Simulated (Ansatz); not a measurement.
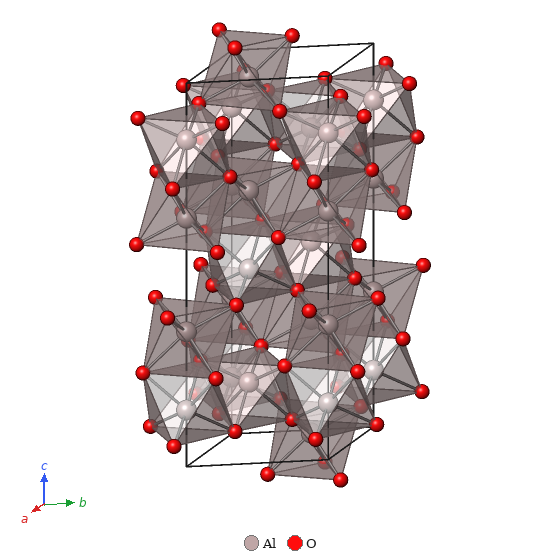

Polyhedra are drawn about Al (bonds: Al–O below 2.2 Å); other atoms are plain spheres.

The compound is Al₂O₃ (space group R-3c, No. 167), taken as the end point of a relaxation with DFT PBE, scalar-relativistic, plane waves, PAW in Ansatz 0.2.0.

What figure surrounds each Al atom, and what does it share with the other drawn polyhedra?

Al: AlO6 octahedron, sharing corners with nine neighbours, edges with three neighbours and a face with one neighbour.

How do these polyhedra hang together as a whole?

They form a three-dimensional framework of corner-, edge- and face-sharing octahedra.

How far apart are the centres of linked polyhedra?

Centre to centre across a shared corner: 3.25 to 3.53 Å; across a shared edge: 2.82 Å; across a shared face: 2.68 Å.
